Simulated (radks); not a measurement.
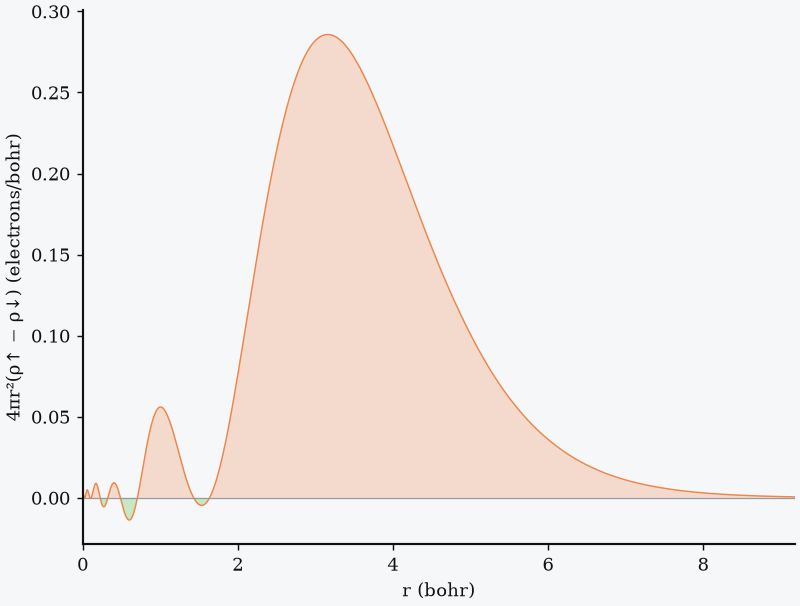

Fig. 1: The radial spin density. The curve integrates to 0.75 unpaired electrons, held by 6s (+0.75). Its largest value, 0.286 electrons/bohr, lies near r = 3.1 bohr. Regions of the opposite sign hold 0.0029 electrons in all, from the polarisation of filled shells.

## Dy (charge +1.25): atomic calculation

System: Dy with charge +1.25 in the configuration [Xe] 4f10 6s0.75 (4f: 5 up, 5 down, 6s: 0.75 up, 0 down).
Method: scalar-relativistic Kohn-Sham, BLYP, spin-polarised, spherical densities, point nucleus (the in-house radial solver radks).

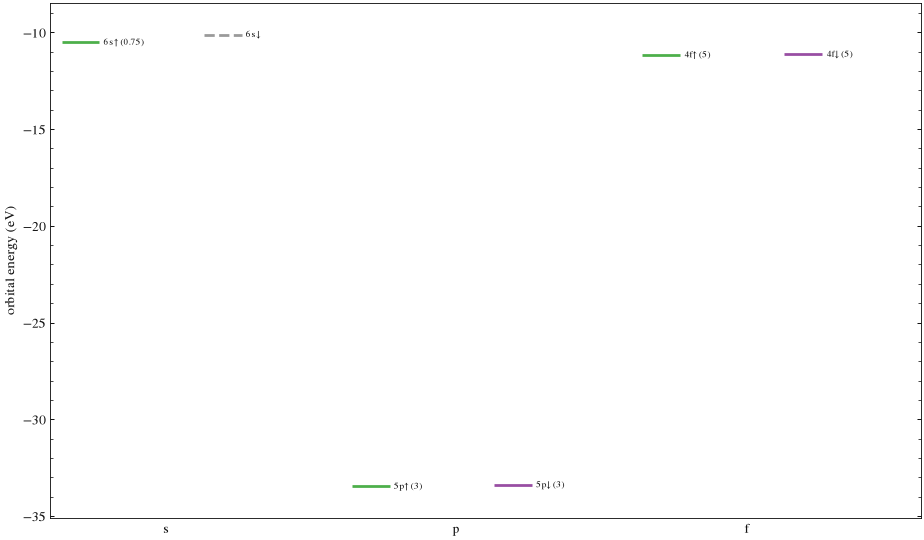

Fig. 2: The outer levels are drawn (occupations in brackets, up spins at the left of each column and down spins at the right, empty levels dashed). The highest occupied level is 6s up at −10.5 eV. The highest 3 occupied levels, from the top down, are 6s up (−10.5 eV), 4f down (−11.1 eV), 4f up (−11.2 eV). The lowest empty level drawn is 6s down at −10.1 eV. The largest exchange splitting (down less up) among the shells drawn in both spins is that of 6s, 0.402 eV.

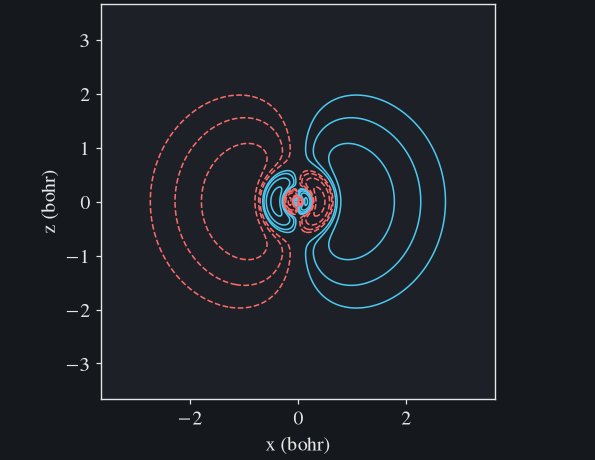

Fig. 3: The 5p(x) orbital of down spin. In the xz plane through the nucleus, contours of ψ are drawn, solid for positive and dashed for negative values, each about twice the one before. The radial function comes from the spherical calculation and is multiplied by a real spherical harmonic; the overall sign is chosen so that the largest lobe of P(r) is positive; at the scalar-relativistic level it is the large component. It has the nodal plane yz and 3 radial nodes, at r = 0.0911, 0.267 and 0.674 bohr. The outermost maximum of P² lies at 1.32 bohr, ⟨r⟩ = 1.54 bohr, 90 % of the charge lies within 2.28 bohr, and the eigenvalue is −33.4 eV, with 3 electrons in the shell for this spin.

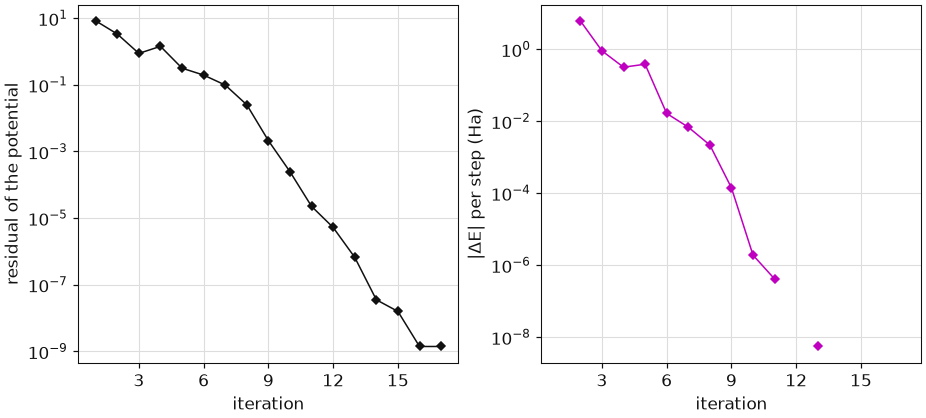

Fig. 4: Convergence: residual of the potential and change of the energy from step to step (the smallest changes aren't drawn) against the iteration. The residual falls almost steadily, with no more than small rises or pauses. It goes from 8.3 to 1.4×10⁻⁹ in 17 steps.

These pictures come from the run below.

**Input**
```
Z 66
configuration [Xe] 4f5 4f5 6s0.75 6s0
relativity scalar-relativistic
functional b88,lyp
spin polarised
nucleus point
c 137.035999084
```

Energies in input and log are in hartree, lengths in bohr.

Launched within a batch (the task file carries these settings):
```bash
python <driver script> task.json out
```

**Log**
```
1s      1   1.0000       -1972.60219212
2s      1   1.0000        -328.73241715
2p      1   3.0000        -291.70660283
3s      1   1.0000         -73.39292071
3p      1   3.0000         -62.02965754
3d      1   5.0000         -47.42225242
4s      1   1.0000         -14.74644282
4p      1   3.0000         -11.00641004
4d      1   5.0000          -5.91629672
4f      1   5.0000          -0.41041176
5s      1   1.0000          -2.09705038
5p      1   3.0000          -1.22998502
6s      1   0.7500          -0.38657184
1s      2   1.0000       -1972.60189438
2s      2   1.0000        -328.73222941
2p      2   3.0000        -291.70642153
3s      2   1.0000         -73.39284291
3p      2   3.0000         -62.02957683
3d      2   5.0000         -47.42214821
4s      2   1.0000         -14.74634878
4p      2   3.0000         -11.00626893
4d      2   5.0000          -5.91602359
4f      2   5.0000          -0.40936690
5s      2   1.0000          -2.09540934
5p      2   3.0000          -1.22717618
6s      2   0.0000          -0.37179696
Etot -12157.784135316091
Ekin 13118.476784142074
Encl -29733.84852108193
Eh 4721.233278125805
Exc -263.6456765020366
err 1.3882980890043943e-09
it 17
```

**Key numbers**

| quantity | value |
| --- | --- |
| outcome | converged |
| total energy | −12157.7841 hartree |
| kinetic energy | 13118.4768 hartree |
| electron–nucleus energy | −29733.8485 hartree |
| Hartree energy | 4721.2333 hartree |
| exchange–correlation energy | −263.645677 hartree |
| radius at density 0.001 e/bohr³ | 4.20 bohr |
| SCF iterations | 17 |
| hardware | 1 thread of Arm Neoverse N1, 45 GiB of memory available, shared host |
